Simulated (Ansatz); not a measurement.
System: H$_{6}$Mo$_{3}$S$_{8}$.

The calculation's input:

```
crystal:
  periodic: [false, false, false]
  atoms:
    - {symbol: Mo, position_ang: [-0.870361, 0.063250, 0.856877]}
    - {symbol: Mo, position_ang: [0.026793, 1.387541, -1.005314]}
    - {symbol: Mo, position_ang: [0.975843, -1.205108, -0.547952]}
    - {symbol: S, position_ang: [0.057333, 0.915477, 2.589147]}
    - {symbol: S, position_ang: [1.097471, 0.034715, -2.464772]}
    - {symbol: S, position_ang: [-3.162753, 0.460512, 0.530579]}
    - {symbol: S, position_ang: [-0.833637, -2.392477, 0.738608]}
    - {symbol: S, position_ang: [1.503645, 2.767459, 0.039983]}
    - {symbol: S, position_ang: [-1.825183, 2.414629, -1.903164]}
    - {symbol: S, position_ang: [2.951428, -1.049859, 0.580635]}
    - {symbol: S, position_ang: [0.933417, -3.218468, -1.683316]}
    - {symbol: H, position_ang: [-3.459803, 0.398272, 1.856414]}
    - {symbol: H, position_ang: [-0.155854, -2.431299, 1.916645]}
    - {symbol: H, position_ang: [1.215375, 2.377615, 1.346731]}
    - {symbol: H, position_ang: [-2.827422, 2.153747, -1.008544]}
    - {symbol: H, position_ang: [2.680680, 0.244302, 0.931970]}
    - {symbol: H, position_ang: [1.693009, -2.920289, -2.774548]}
basis:
  gaussian: {orbitals: def2-TZVP, fitting: {mean_field: def2-universal-jkfit}, initial_orbitals: start.molden}
hamiltonian: {xc: pbe0, dispersion: d4}
scf: {omitted_lower_state_checks: [starts]}
output: {forces: true, orbitals: {seedname: orbitals}}
```

Launched as:

```sh
ansatz run in.yaml --threads 2 --pin off --events-out ev --progress --plain --max-ram 32768MiB --backend cuda --devices 0, --max-vram 18GiB
```

Geometry: r2SCAN-D4/def2-SVP; core potentials replace the inner electrons of Mo; not at a stationary point (largest force 0.7 eV/Å).

Computed with RKS PBE0-D4/def2-TZVP (Ansatz 0.2.0).

Q: What will maps of the electron density and electron localisation function show?

A: Mo–S (2.14 Å): the density is about 1 e/Å³ at the midpoint; the ELF peaks at about 0.75 in the valence shell of S, 0.8 Å from its nucleus, and is about 0.50 at the midpoint.
Mo–S (2.28 Å): ρ is about 0.78 e/Å³ halfway; the ELF peaks at about 0.85 in the valence shell of S, 0.9 Å from its nucleus, and is about 0.55 at the midpoint.
Mo–S (2.28 Å): ρ is about 0.78 e/Å³ halfway; the ELF peaks at about 0.85 in the valence shell of S, 0.9 Å from its nucleus, and is about 0.55 at the midpoint.
Mo–S (2.35 Å): ρ is about 0.68 e/Å³ halfway; the ELF peaks at about 0.85 in the valence shell of S, 0.9 Å from its nucleus, and is about 0.50 at the midpoint.

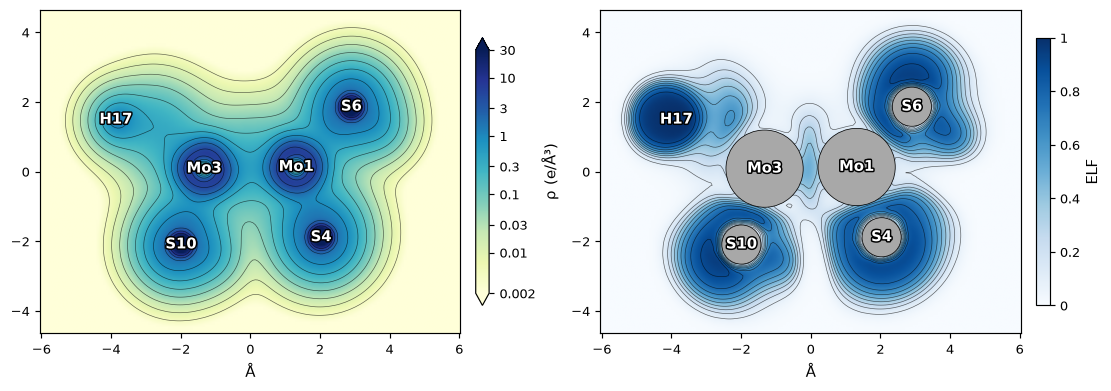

Computed electron density and electron localisation function on the plane of atoms Mo3, Mo1 and S4, in this order. Grey discs cover the atomic cores in the ELF map. 
